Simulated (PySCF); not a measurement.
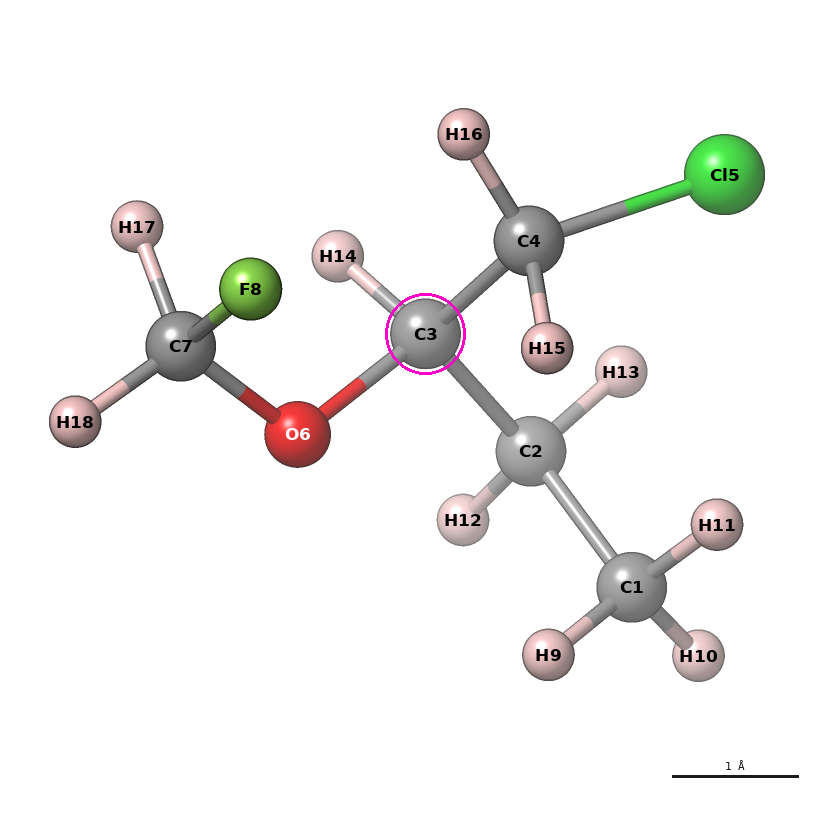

Orthographic view. Depth is shown by fading: the farther an atom, the more it takes the colour of the background. Geometry: a frame of a GFN2-xTB molecular-dynamics simulation, not a minimum.

Which atoms are bonded to the circled atom?

The circled atom is C3; it is bonded to C2, C4, O6, H14.

What is the shortest path along bonds from the circled atom to H17?

C3–O6–C7–H17, 3 bonds; through space the two are 2.58 Å apart.

Which atom is nearest the viewer?

F8, 2.2 Å in front of the mean position.

Of C1 and H10, which is nearer the viewer?

C1; the bond to H10 points away from the viewer, so it looks shorter than its 1.10 Å.
